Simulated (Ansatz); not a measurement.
## A substitution series on Si: H to F

On one Si centre that keeps SiH3, n of the H ligands are replaced by F. The atomisation energy (no zero-point term) y in kJ/mol at CCSD(T)/CBS estimate. Shapes, held fixed at every level: PBE0-D4/def2-TZVP. Programs: Ansatz 0.2.0.

| molecule | n | y (kJ/mol) |
| --- | --- | --- |
| SiH3(SiH3) | 0 | 2246 |
| SiH2(SiH3)F | 1 | ? |
| SiH(SiH3)F2 | 2 | 2740 |
| Si(SiH3)F3 | 3 | 3017 |

Problem. Fit y = c + s·n to the known rows and predict SiH2(SiH3)F.

Solution. 
1. Means of the 3 rows: n = 1.66667, y = 2667.7.
2. Σ(Δn)² = 4.6667, Σ(Δn·Δy) = 1192.7, so the slope is 1192.7/4.6667 = 255.58.
3. Intercept: 2667.7 − (255.58) × 1.66667 = 2241.7. The largest residual of the fit is 13.
4. SiH2(SiH3)F: 2241.7 + (255.58) × 1 = 2497 kJ/mol.

The run gave 2478 kJ/mol, so the prediction is off by +19 kJ/mol, about the scatter of the fit. The step per swap changes from +232 to +277 kJ/mol along the series, so a line misses the bend: the ligands act on one another. The slope is only an average step. Other levels give for SiH2(SiH3)F: HF/def2-SVP 1854; SPW92/def2-TZVPP 2717; PBE-D4/def2-TZVPP 2435 kJ/mol. The CBS estimate extrapolates MP2 from def2-TZVPP and def2-QZVPP and adds CCSD(T) − MP2 in the triple-zeta set, cores frozen.

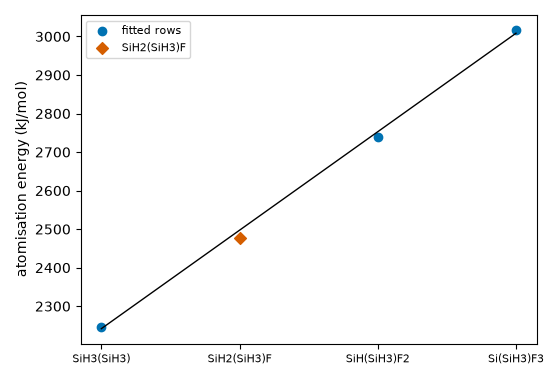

The fitted line, with the withheld member.
